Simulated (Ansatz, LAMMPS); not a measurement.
**Ionic liquid EMIM+ Cl- at 300 K (100 atoms) in motion**

How do the atoms of ionic liquid EMIM+ Cl- at 300 K (100 atoms) move, and what local order do they keep?

Calculated with Ansatz 0.2.0; Kohn-Sham DFT, RPBE+D4, PAW (set soft_2), plane waves.

## (1) Set-up

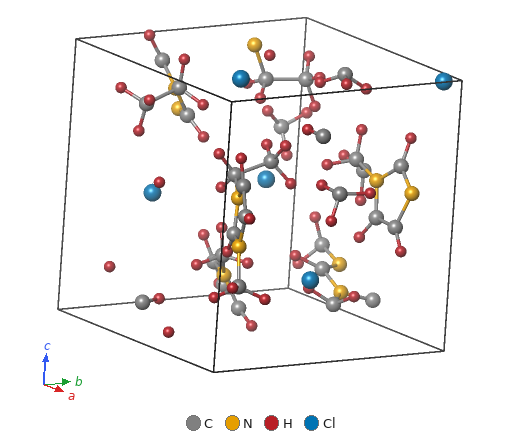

The starting structure, seen slightly off an axis (carbon grey, nitrogen orange, hydrogen red, chlorine blue). Bonds to atoms that aren't drawn are left out. Some periodic images of atoms are drawn too.

The cell holds 100 atoms: 30 C, 10 N, 55 H and 5 Cl. Cell: a = 10.099 Å, b = 10.099 Å, c = 10.099 Å, α = 90.0°, β = 90.0°, γ = 90.0°. 5 EMIM+, 5 Cl- placed at random, at 1.18 g/cm³; overlaps pushed apart, then 10 ps at 700 K with Joung-Cheatham ions (J. Phys. Chem. B 112, 9020 (2008)); MMFF94 bonds, angles, torsions, charges and radii (Halgren, J. Comput. Chem. 17, 490 (1996)) in harmonic and 12-6 forms; charges of ions scaled by 0.8. Snapshot after 30 ps at 300 K and fixed volume.

What the set-up can't give: The network of contacts between molecules at the start is that of the classical potential that made the cell. The density was typed from a rule of thumb and may lie off the real one at this temperature. Only the Γ point is sampled, in a cell whose shortest periodic width is 10 Å.

## (2) Dynamics at 300 K

A Nosé–Hoover thermostat steers the temperature while disturbing the dynamics little. The time step is 0.5 fs, short enough for the stretching of bonds to hydrogen.

input.yaml reads:

```yaml
crystal:
  lattice:
    - [10.09864, 0.0, 0.0]
    - [0.0, 10.09864, 0.0]
    - [0.0, 0.0, 10.09864]
  atoms:
    - { symbol: C, position: [0.67155, 0.71661, 0.96798] }
    - { symbol: C, position: [0.6467, 0.75054, 0.10987] }
    - { symbol: "N", position: [0.54337, 0.85121, 0.12239] }
    - { symbol: C, position: [0.56014, 0.9816, 0.08745] }
    [... 90 atom lines left out ...]
    - { symbol: H, position: [0.79182, 0.93893, 0.74338] }
    - { symbol: Cl, position: [0.92098, 0.97586, 0.98011] }
    - { symbol: Cl, position: [0.81565, 0.52421, 0.25688] }
    - { symbol: Cl, position: [0.60124, 0.31221, 0.96757] }
    - { symbol: Cl, position: [0.27451, 0.67981, 0.49133] }
    - { symbol: Cl, position: [0.19001, 0.24614, 0.45648] }
kpoints:
  mp_grid: { grid: [1, 1, 1] }
hamiltonian:
  xc: rpbe
  dispersion: d4
scf:
  occupations: { method: fixed }
output:
  forces: true
md:
  timestep: 0.5
  n_steps: 400
  ensemble: nvt_nose_hoover
  temperature: 300
  initial_velocities: maxwell_boltzmann
  seed: 1502
```

On the command line:

```bash
> ansatz run input.yaml --threads 4 --pin off --max-ram 8192MiB --backend cpu --events-out ev --progress --plain --runs-dir out
```

Wall time 53 min (4 threads of Arm Neoverse N1, shared host); peak memory 0.99 GiB; 3.4 h of CPU time.

The program notes that it switched symmetry off.

The trajectory, sampled:

```csv
time (fs),T (K),potential (meV/atom),conserved (meV/atom)
0.0,300,0.0,0.00
13.5,385,-11.2,-0.10
26.5,331,-4.7,-0.04
40.0,384,-12.3,-0.11
53.5,362,-10.5,-0.05
66.5,373,-13.5,-0.08
80.0,307,-6.7,-0.05
93.5,335,-11.9,-0.08
106.5,326,-12.0,-0.12
120.0,290,-8.3,-0.05
133.5,322,-13.2,-0.12
146.5,313,-12.6,-0.09
160.0,338,-16.3,-0.11
173.5,333,-16.2,-0.09
186.5,320,-15.1,-0.09
200.0,314,-14.9,-0.12
```

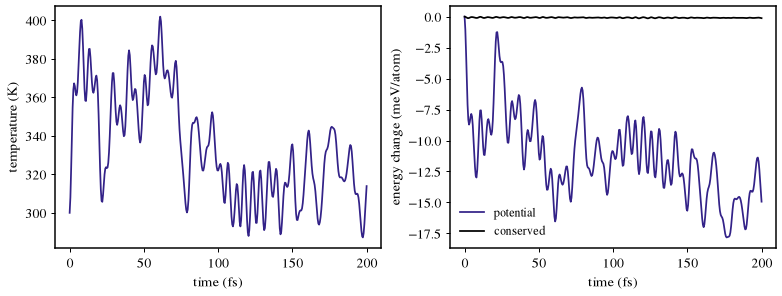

Temperature and energies against time.

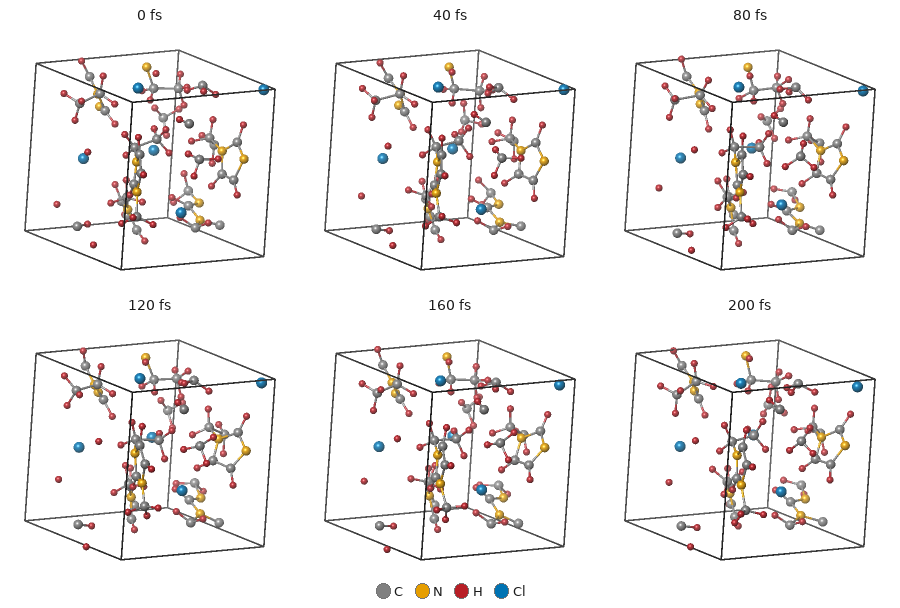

6 frames of the run. Bonds to atoms that aren't drawn are left out.

Mean square displacement from the first frame to the last: C 0.22 Å², N 0.13 Å², H 0.97 Å², Cl 0.31 Å².

The mean square displacement by time lag:

```csv
time lag (fs),C (Å²),Cl (Å²),H (Å²),N (Å²)
0.5,1.8e-5,5.5e-6,2.1e-4,1.6e-5
8.5,0.00432,0.00153,0.0347,0.00377
17.0,0.0117,0.00593,0.0789,0.00996
29.5,0.0212,0.0174,0.131,0.0186
37.5,0.0281,0.0277,0.183,0.0236
46.0,0.0357,0.0409,0.231,0.0274
54.0,0.0435,0.0553,0.287,0.0319
62.5,0.0525,0.0722,0.348,0.0384
70.5,0.0625,0.0890,0.399,0.0455
83.0,0.0789,0.116,0.479,0.0564
91.5,0.0882,0.136,0.526,0.0609
100.0,0.0981,0.155,0.577,0.0652
```

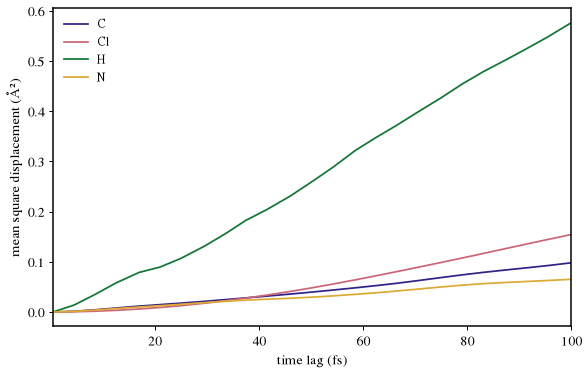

Mean square displacement against time lag.

The drift taken off is the plain mean over atoms, not the centre of mass, so with hydrogen in the cell the heavy atoms' values at short lags are too large.

Over the second half of 200 fs the temperature averages 314 K with swings of 14 K r.m.s. The conserved energy stays within 0.14 meV/atom. From first frame to last H has the largest mean square displacement, 0.97 Å² at the end; the farthest move is 2.32 Å. The run spans 0.20 ps, too short for its means to be equilibrium values.

## (3) Local order late in the run

The g(r) is a mean over the second half; what follows it is taken at the last frame.

Density 1.18 g/cm³, 10.30 Å³ an atom.

Mean of 14 frames. Pair distribution functions g(r), in bins of 0.2 Å:

```csv
r (Å),total,H-H,H-C,H-N,H-Cl,C-C,C-N
1.00,2.17,0.00,6.60,0.00,0.00,0.00,0.00
1.20,1.59,0.00,4.80,0.00,0.00,0.00,0.12
1.40,1.42,0.00,0.00,0.00,0.00,2.88,19.25
1.60,0.31,0.29,0.00,0.00,0.00,1.50,1.50
1.80,0.81,2.67,0.00,0.00,0.00,0.00,0.00
2.00,0.43,0.18,0.20,2.74,0.02,0.00,0.00
2.20,1.58,0.42,1.54,4.67,0.35,1.83,2.76
2.40,0.62,1.15,0.16,0.14,1.20,1.03,0.68
2.60,0.97,1.42,0.58,0.51,1.90,1.83,0.43
2.80,0.96,1.17,1.16,0.77,2.30,0.01,0.01
3.00,0.88,1.16,1.08,0.41,1.85,0.18,0.03
3.20,1.08,0.93,1.58,1.13,1.19,0.48,0.19
3.40,1.03,0.87,1.26,0.95,0.95,0.90,0.49
3.60,0.95,0.85,0.81,0.54,1.01,1.52,1.52
3.80,0.89,0.99,0.77,0.79,1.19,0.90,0.64
4.00,1.03,0.94,1.06,1.15,0.95,1.06,0.77
4.20,1.14,1.10,1.10,1.33,1.07,1.06,1.19
4.40,1.01,1.04,0.93,1.08,1.17,0.87,0.88
4.60,0.95,0.88,1.01,0.92,1.00,0.88,0.89
4.80,0.99,0.98,0.96,1.00,1.02,1.14,0.89
```

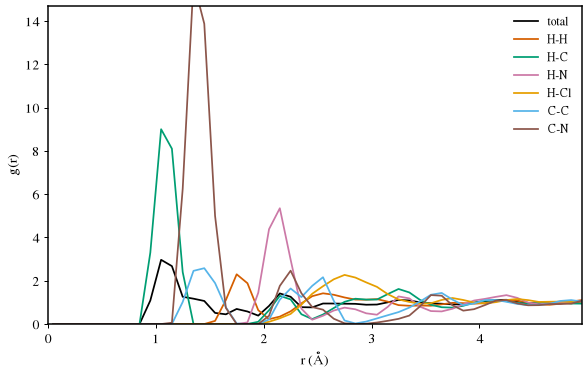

Pair distribution functions, lightly smoothed, with peaks cut at 14.

Bonds by pair of elements; cutoffs follow the first minimum of g(r), held within bounds set by covalent radii, and pairs that aren't listed don't count as bonded:

```csv
pair A-B,cutoff (Å),bonds,mean length (Å),spread (Å),shortest (Å),B about A,A about B
H-C,1.34,55,1.10,0.028,1.03,1,1.83
C-C,1.85,10,1.45,0.099,1.32,0.667,0.667
C-N,1.79,30,1.42,0.065,1.33,1,3
```

How many atoms have how many bonded neighbours:

```csv
element,mean,0,1,3,4
C,3.5,0,0,15,15
Cl,0,5,0,0,0
H,1,0,55,0,0
N,3,0,0,10,0
```

Bond angles, per cent of each kind in bins of 5°:

```csv
angle (°),H-C-N,H-C-H,C-C-H,C-N-C,C-C-N
90–95,0.0,2.9,0.0,0.0,0.0
95–100,0.0,0.0,0.0,0.0,0.0
100–105,11.1,17.1,8.6,3.3,0.0
105–110,22.2,54.3,17.1,26.7,66.7
110–115,17.8,25.7,25.7,3.3,26.7
115–120,15.6,0.0,22.9,0.0,0.0
120–125,13.3,0.0,8.6,26.7,0.0
125–130,11.1,0.0,5.7,30.0,6.7
130–135,6.7,0.0,8.6,10.0,0.0
135–140,2.2,0.0,2.9,0.0,0.0
```

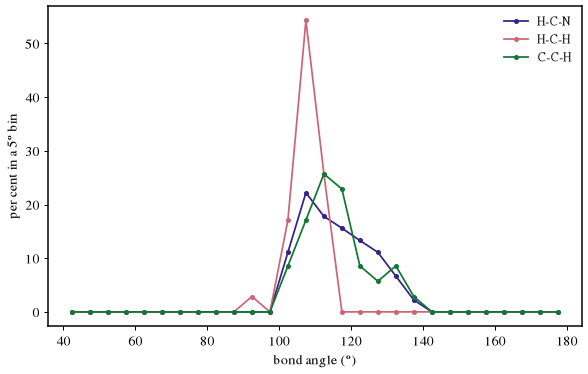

Distributions of the most common bond angles.

Bond angles (no mean is given where the spread exceeds 20°):

```csv
angle,count,mean (°),spread (°)
H-C-N,45,116,9
H-C-H,35,107,3.6
C-C-H,35,116,8.8
C-N-C,30,120,9.2
C-C-N,15,110,5
```

Bond length by coordination (bonds to H left out):

```csv
element,coordination,atoms,mean bond length (Å)
C,3,15,1.37
C,4,15,1.52
```

Rings of the network by King's shortest-path rule, up to 12 atoms, one path for each pair of neighbours; H, halogens, alkali and alkaline-earth atoms are left out, and the last column divides by all other atoms, bonded or not:

```csv
ring size (atoms),rings,per network atom
5,5,0.125
```

With the cutoffs above, 50 % of C atoms have 3 and as many 4, all H atoms have 1 and all N atoms have 3 bonded neighbours. The H-C-N angle averages 116° with a spread of 9°. All rings counted have 5 atoms.

## (4) Single point at the last frame

The last frame is solved once more, with the analyses that the dynamics left out.

input.yaml reads:

```yaml
crystal:
  lattice:
    - [10.09864, 0.0, 0.0]
    - [0.0, 10.09864, 0.0]
    - [0.0, 0.0, 10.09864]
  atoms:
    - { symbol: C, position: [0.65499, 0.70043, 0.91574] }
    - { symbol: C, position: [0.64716, 0.71435, 0.06908] }
    - { symbol: "N", position: [0.57175, 0.83958, 0.09841] }
    - { symbol: C, position: [0.61238, 0.96925, 0.06052] }
    [... 90 atom lines left out ...]
    - { symbol: H, position: [0.805, 0.97944, 0.74694] }
    - { symbol: Cl, position: [0.93259, 0.92685, 0.9443] }
    - { symbol: Cl, position: [0.79906, 0.53119, 0.31749] }
    - { symbol: Cl, position: [0.58727, 0.34485, 0.93072] }
    - { symbol: Cl, position: [0.25034, 0.69133, 0.51664] }
    - { symbol: Cl, position: [0.21772, 0.20243, 0.47908] }
kpoints:
  mp_grid: { grid: [1, 1, 1] }
hamiltonian:
  xc: rpbe
  dispersion: d4
scf:
  occupations: { method: fixed }
output:
  forces: true
  stress: true
  populations: true
  dos:
    method: { smearing: { sigma: 0.08 } }
    de: 0.1
    projected: { site_lists: { C: [C], Cl: [Cl], H: [H], "N": ["N"] } }
  eigenvalues: true
  write_density: true
  write_potential: true
  volumetric_format: npy
```

The job ended after 19 s (4 threads; peak memory 1.1 GiB; 74 s of CPU time).

The run gave:

* free energy: -17743.5866 eV
* free energy per atom: -177.4359 eV/atom
* SCF cycles: 9
* pressure: -0.811 GPa
* r.m.s. force component: 0.8365 eV/Å
* longest force: 4.421 eV/Å
* Fermi energy: 0.8523 eV
* gap (highest filled to lowest empty level): 2.696 eV
* spilling of the projection: 0.01295

Neighbours are counted within 1.34 Å (H-C), 1.85 Å (C-C), 1.79 Å (C-N), the cutoffs taken from the dynamics.

Length of the force by element and coordination:

```csv
element,coordination,atoms,mean length of the force (eV/Å),spread,least,most
C,all,30,1.80,0.851,0.312,4.42
C,3,15,1.86,0.819,0.312,3.44
C,4,15,1.75,0.879,0.574,4.42
Cl,all,5,0.355,0.131,0.167,0.575
H,all,55,0.867,0.475,0.144,2.29
N,all,10,1.72,0.814,0.52,3.52
```

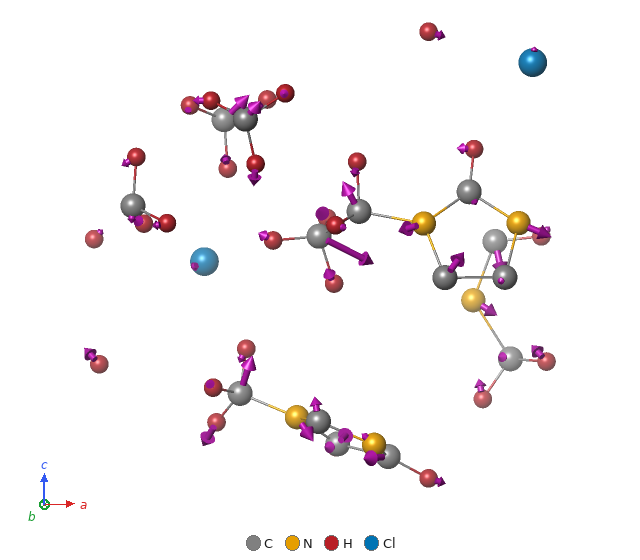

Forces as arrows; the longest in the cell is 4.42 eV/Å. Drawn is a slice 4 Å thick, seen along the normal of the ac plane. Bonds to atoms that aren't drawn are left out.

Löwdin charges by element and coordination (they lack the spilled electrons, 0.034 e an atom on average):

```csv
element,coordination,atoms,mean charge (e),spread,least,most
C,all,30,-0.165,0.172,-0.448,0.114
C,3,15,-0.0223,0.0648,-0.0873,0.114
C,4,15,-0.308,0.118,-0.448,-0.118
Cl,all,5,-0.739,0.0239,-0.765,-0.695
H,all,55,0.212,0.0251,0.159,0.264
N,all,10,0.0371,0.01,0.0203,0.0508
```

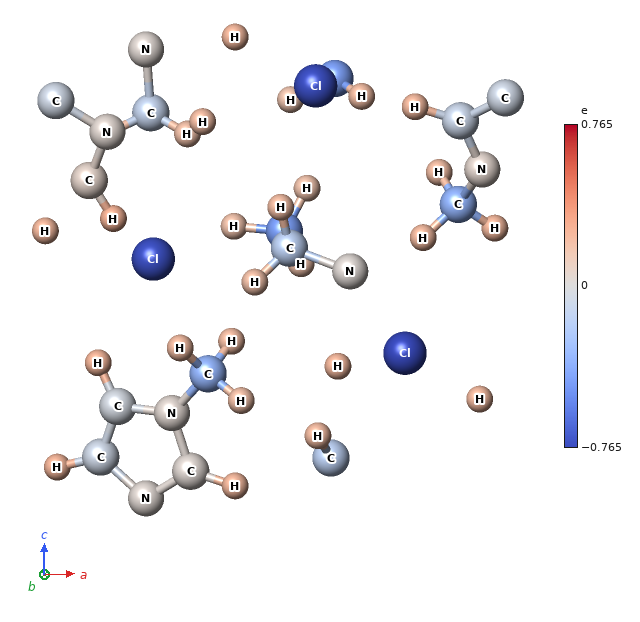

Atoms coloured by Löwdin charge. Drawn is a slice 4 Å thick, seen along the normal of the ac plane. Bonds to atoms that aren't drawn are left out.

States in the cell by windows of 1 eV, zero at the Fermi level; the larger projections on atomic orbitals stand beside the total:

```csv
from (eV),to (eV),total,C p,H s,N p,Cl p,C s,Cl s
-14,-13,6.9,0.5,1.6,1.3,0.0,3.2,0.0
-13,-12,11.4,0.4,1.2,0.7,0.0,1.6,7.4
-12,-11,12.5,2.2,2.1,2.4,0.0,3.3,2.1
-11,-10,18.9,6.5,3.4,3.8,0.0,4.1,0.2
-10,-9,2.0,0.8,0.5,0.2,0.0,0.3,0.0
-9,-8,8.6,3.9,2.1,1.1,0.0,1.0,0.0
-8,-7,18.5,8.8,2.7,5.9,0.0,0.6,0.0
-7,-6,32.2,17.0,7.1,6.3,0.1,0.8,0.1
-6,-5,23.6,14.4,5.7,2.9,0.1,0.2,0.0
-5,-4,23.1,14.0,7.0,1.4,0.2,0.1,0.0
-4,-3,12.5,6.8,5.0,0.5,0.1,0.0,0.0
-3,-2,11.1,4.1,1.3,5.4,0.2,0.1,0.0
-2,-1,9.1,8.0,0.1,0.5,0.4,0.0,0.0
-1,0,28.5,1.1,0.2,0.2,26.4,0.3,0.0
0,1,1.5,0.1,0.0,0.1,1.3,0.0,0.0
1,2,0.0,0.0,0.0,0.0,0.0,0.0,0.0
2,3,4.1,2.2,0.1,1.5,0.0,0.0,0.0
3,4,10.0,6.3,0.4,2.5,0.1,0.1,0.0
4,5,8.1,4.7,1.1,0.7,0.0,0.4,0.0
```

The curve was stored every 0.10 eV, coarse against its broadening of 0.08 eV, so these counts are rough.

With fixed occupations the program's Fermi level is the highest filled level; weight inside the gap is the broadening of levels at its edges.

Between -23 and -14 eV lie 40 more states.

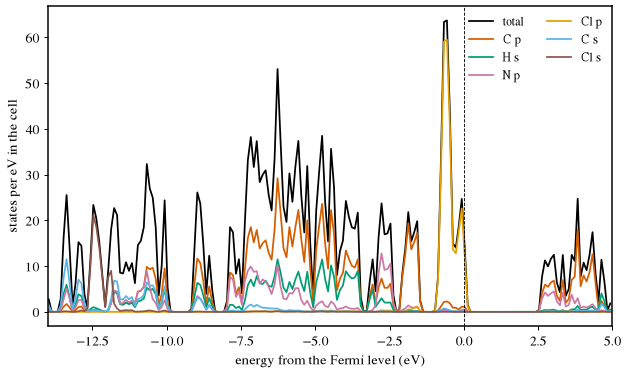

Total and projected density of states, with the broadening of the input.

The levels nearest the highest filled one (over half full), pooled over k-points and spins:

```csv
level less the highest filled one (eV),occupation
-0.493,2
-0.451,2
-0.297,2
-0.152,2
-0.078,2
0,2
2.70,0
2.89,0
3.06,0
3.33,0
3.62,0
3.82,0
```

Mean Löwdin charges: C -0.17, Cl -0.74, H +0.21, N +0.04 e (they miss 1.3 % of the electrons, so they add up to more than the cell's charge). The largest share in the top eV of filled states is Cl p (93 % of the projected weight), and in the lowest eV of empty states C p (57 % of the projected weight).

## (5) Results

```json
{
 "mean temperature, second half": "314.1 K",
 "temperature swing, second half": "14.33 K",
 "slope of the conserved energy against time, by least squares": "-0.2105 meV/atom/ps",
 "free energy per atom": "-177.4359 eV/atom",
 "pressure": "-0.811 GPa",
 "r.m.s. force component": "0.8365 eV/Å",
 "gap (highest filled to lowest empty level)": "2.696 eV",
 "wall time of the 2 DFT runs": "53 min"
}
```

What this shows: Over the second half of 200 fs the temperature averages 314 K with swings of 14 K r.m.s. The conserved energy stays within 0.14 meV/atom. The run spans 0.20 ps, too short for its means to be equilibrium values. With the cutoffs above, 50 % of C atoms have 3 and as many 4, all H atoms have 1 and all N atoms have 3 bonded neighbours. Between filled and empty levels lie 2.70 eV (at Γ alone); a semilocal functional tends to put such gaps too low. In a disordered cell it changes from sample to sample and from frame to frame.

Caveats: The network of contacts between molecules at the start is that of the classical potential that made the cell; DFT moved the atoms only locally, and no bond changed. The pressure of a single frame lacks the kinetic term, about 0.42 GPa here.

[Logs are printed without paths, hosts, clocks, repeated set-up lines and the standing remarks that a program may print on its own settings, such as how far it seeks lower states.]

[Hosts, paths, dates, database ids (printed as entryN), source tags and the programs' standing remarks are cut or masked in the printed files.]

[The MMFF94 radii named for the starting cell were scaled by 0.96; in molecules described by MMFF94, hydrogen bound to N, O or S took a small fixed 12-6 site in their place.]
